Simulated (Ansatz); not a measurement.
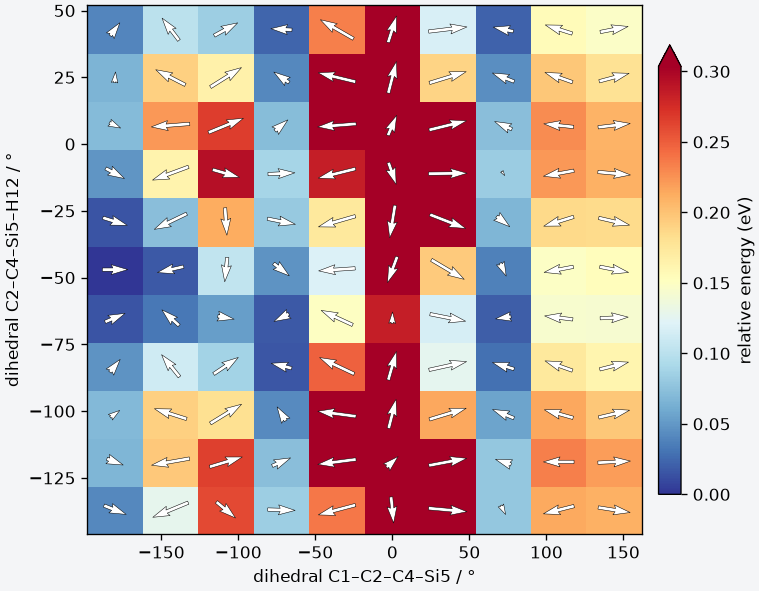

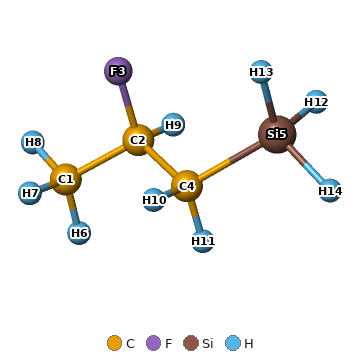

Energy landscape of C₃H₉FSi, SMILES CC(F)C[SiH3]. Coordinates scanned: (1) dihedral C1–C2–C4–Si5; (2) dihedral C2–C4–Si5–H12. Nothing is relaxed (all other coordinates rigid). The scan uses a 10 × 11 grid. Points are written as (first, second). Energies: eV, counted from the lowest grid point. Energies and slopes of some neighbouring points disagree (a jump in structure or state, or too coarse a mesh). These are results of RKS PBE-D4/def2-SVP in Ansatz, not measurements.

The picture shows one coloured cell a grid point, arrows along the force (downhill), their lengths compressed, one colour for all values above the top of the scale. The second picture is the structure at the lowest point.

Q: Describe this landscape.

A: The lowest grid point is at (−180°, −47°). Other grid points that lie below all their neighbours: (−72°, −83°) (0.016 eV higher); (72°, −65°) (0.020 eV higher). The highest grid point, (0°, 7°), lies 0.609 eV above the lowest.

The values on the grid:

| dihedral C2–C4–Si5–H12 ↓, dihedral C1–C2–C4–Si5 → | −180 | −144 | −108 | −72 | −36 | 0 | 36 | 72 | 108 | 144 |
| --- | --- | --- | --- | --- | --- | --- | --- | --- | --- | --- |
| 43 | 0.040 | 0.100 | 0.084 | 0.023 | 0.235 | 0.346 | 0.117 | 0.022 | 0.156 | 0.148 |
| 25 | 0.066 | 0.192 | 0.166 | 0.041 | 0.347 | 0.490 | 0.189 | 0.045 | 0.198 | 0.180 |
| 7 | 0.070 | 0.222 | 0.266 | 0.071 | 0.373 | 0.609 | 0.311 | 0.073 | 0.228 | 0.209 |
| −11 | 0.048 | 0.163 | 0.293 | 0.089 | 0.284 | 0.604 | 0.380 | 0.082 | 0.222 | 0.211 |
| −29 | 0.015 | 0.073 | 0.213 | 0.080 | 0.174 | 0.475 | 0.319 | 0.067 | 0.185 | 0.185 |
| −47 | 0.000 | 0.017 | 0.104 | 0.047 | 0.119 | 0.330 | 0.196 | 0.038 | 0.149 | 0.154 |
| −65 | 0.015 | 0.033 | 0.053 | 0.017 | 0.151 | 0.284 | 0.115 | 0.020 | 0.144 | 0.143 |
| −83 | 0.046 | 0.112 | 0.088 | 0.016 | 0.249 | 0.363 | 0.126 | 0.029 | 0.174 | 0.162 |
| −101 | 0.069 | 0.191 | 0.181 | 0.043 | 0.339 | 0.503 | 0.215 | 0.057 | 0.215 | 0.197 |
| −119 | 0.067 | 0.197 | 0.265 | 0.073 | 0.332 | 0.587 | 0.322 | 0.079 | 0.234 | 0.220 |
| −137 | 0.041 | 0.128 | 0.260 | 0.084 | 0.238 | 0.545 | 0.350 | 0.079 | 0.215 | 0.211 |

Each point was launched as `ansatz run input.yaml --threads 1 --pin off --max-ram 2560MiB --backend cpu --events-out ev --progress --plain --runs-dir out`. Time for the 110 points that were run: 13 min on 1 thread of Arm Neoverse V1, on a shared host.
